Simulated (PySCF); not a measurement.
```csv
atom,x (Å),y (Å),z (Å)
C,-0.6389,-0.1644,0.1114
C,0.6972,0.3456,-0.3194
S,2.0620,-0.6749,-0.3268
H,-0.8242,-0.0602,1.1981
H,-1.4515,0.3749,-0.3979
H,-0.7238,-1.2244,-0.1321
H,0.8826,1.4084,-0.1604
```

Geometry: GFN2-xTB.

These are results of UKS B3LYP, pcH-1 on C H S, non-relativistic, mean-field spin-orbit, GIAO (PySCF 2.14.0, density-fitted response routines), not measurements.

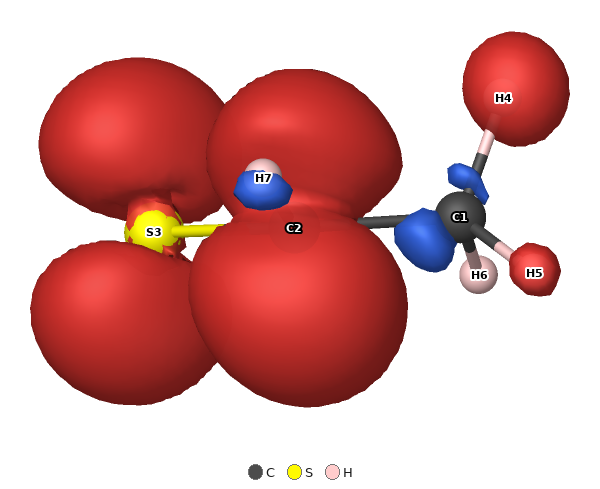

C2H4S (charge −1, doublet). Isosurfaces of the spin density at +0.02 (red) and −0.02 e/Å³ (blue), seen from one side.

Question: Describe the spin distribution.

Answer: The unpaired spin (1 electron) lies mostly on C2 (about 0.5) and S3 (about 0.4), in electrons by Hirshfeld's partition.
